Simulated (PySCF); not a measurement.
H8Si3, SMILES [SiH3][SiH2][SiH3] at its GFN2-xTB optimised geometry (Å):

```
11

Si     2.0413    -0.8606     0.0000
Si    -0.2734    -0.8606     0.0000
Si    -1.3018     1.2135     0.0000
H      2.5845    -0.1881    -1.1837
H      2.6446    -2.1950     0.0252
H      2.5785    -0.1475     1.1628
H     -0.7598    -1.6430    -1.1504
H     -0.7553    -1.6423     1.1528
H     -0.5221     2.1950     0.7610
H     -1.4460     1.7603    -1.3517
H     -2.6446     1.2147     0.5854
```

Method: B3LYP/def2-TZVP run with PySCF.

Map of the electrostatic potential (hartree/e), clipped to [-0.08, 0.12] on the plane z = 1.2 Å:

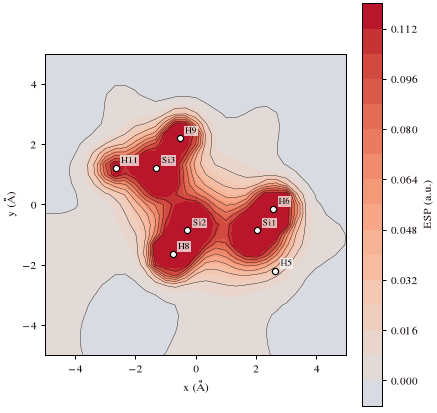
Electrostatic potential (hartree/e), clipped to [-0.08, 0.12] on the plane z = 1.2 Å.
